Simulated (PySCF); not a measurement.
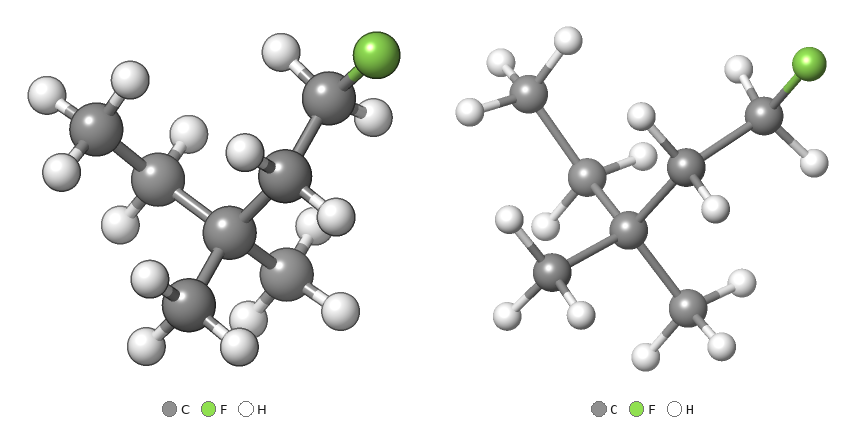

The same structure drawn twice, from different directions.

Description:

The molecule is C7H15F. Its SMILES string is `CCC(C)(C)CCF`. It has no ring. Among its groups: C–F bond. The point group is C1. Coordination: 7 C tetrahedral.

More results for the same structure follow; atom numbers are the same in all pictures, views and colours differ. The geometry was computed by an optimisation with PBE0-D3(BJ)/def2-SVP. No frequency run is at hand to confirm it as a minimum.

Dipole moment

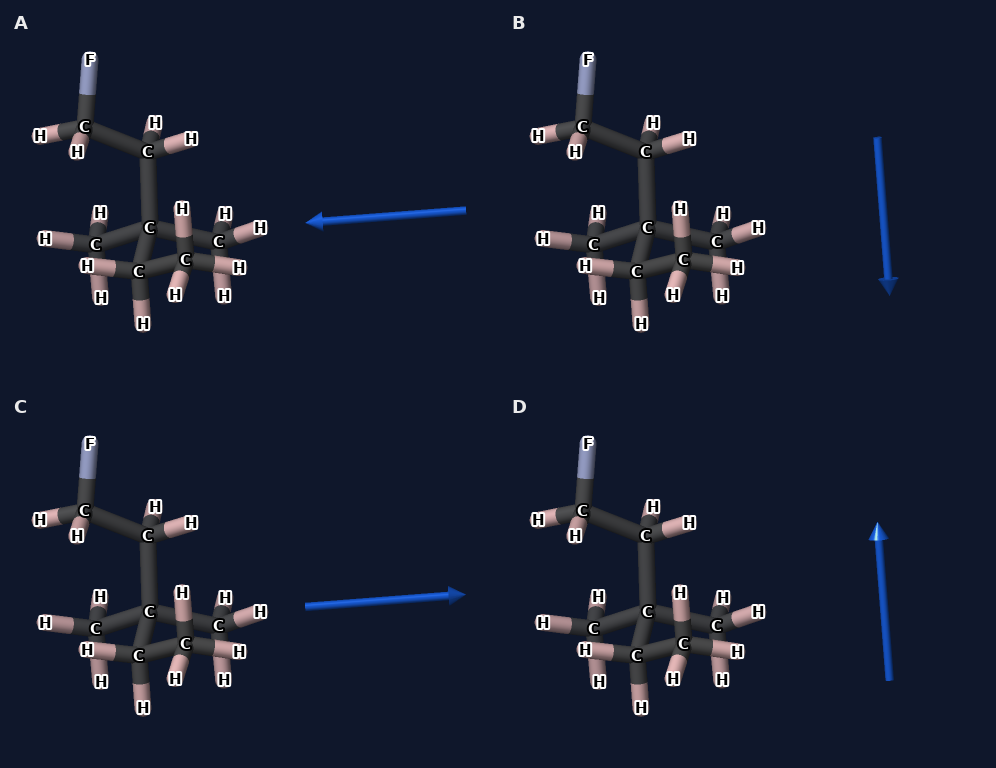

The same molecule four times, each with an arrow. No frequency run is at hand to confirm it as a minimum. Method: KT2/pcSseg-1, gas phase (PySCF 2.14.0).

**Which arrow points along the dipole moment, from the negative to the positive end?**

B. The dipole moment is 1.90 D.

NMR shielding

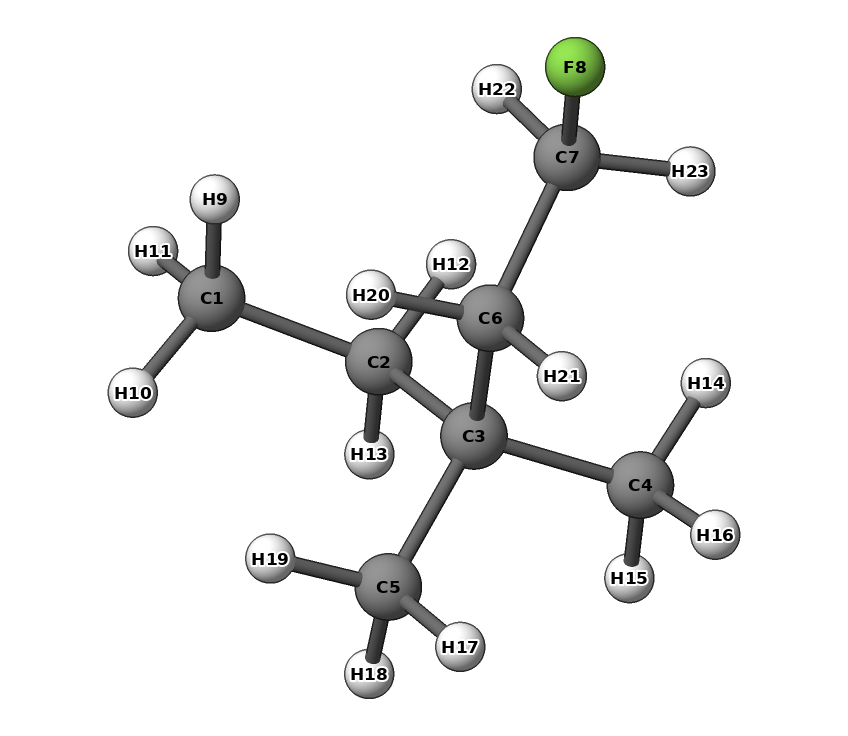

The questions are on isotropic NMR shieldings of the C atoms. No frequency run is at hand to confirm it as a minimum. Method: GIAO PBE0/pcSseg-1 NMR shielding, non-relativistic, IEF-PCM tetrahydrofuran (PySCF 2.14.0).

List the isotropic NMR shieldings of the C atoms.

```
atom  σ (ppm)
  C1    175.2
  C2    150.2
  C3    153.2
  C4    153.9
  C5    154.3
  C6    144.7
  C7    102.2
```

Bond orders

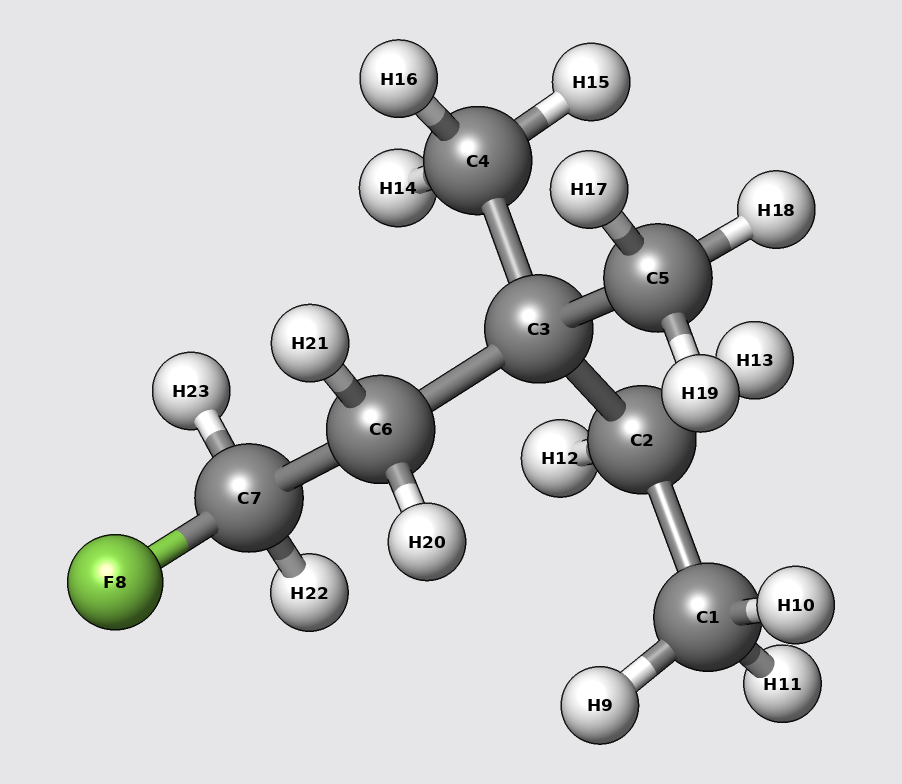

Every bond is drawn as one stick. No frequency run is at hand to confirm it as a minimum. Level of theory: PBE0/pcSseg-1 (PySCF 2.14.0).

List the Mayer bond orders of C1–C2, C2–C3, C3–C4, C3–C5, C3–C6, C6–C7, C7–F8 (bonds between heavy atoms, one of each equivalent set).

| bond | Mayer order | length (Å) |
| --- | --- | --- |
| C1–C2 | 1.06 | 1.521 |
| C2–C3 | 0.98 | 1.543 |
| C3–C4 | 1.02 | 1.532 |
| C3–C5 | 1.02 | 1.531 |
| C3–C6 | 0.97 | 1.539 |
| C6–C7 | 1.05 | 1.512 |
| C7–F8 | 0.88 | 1.376 |
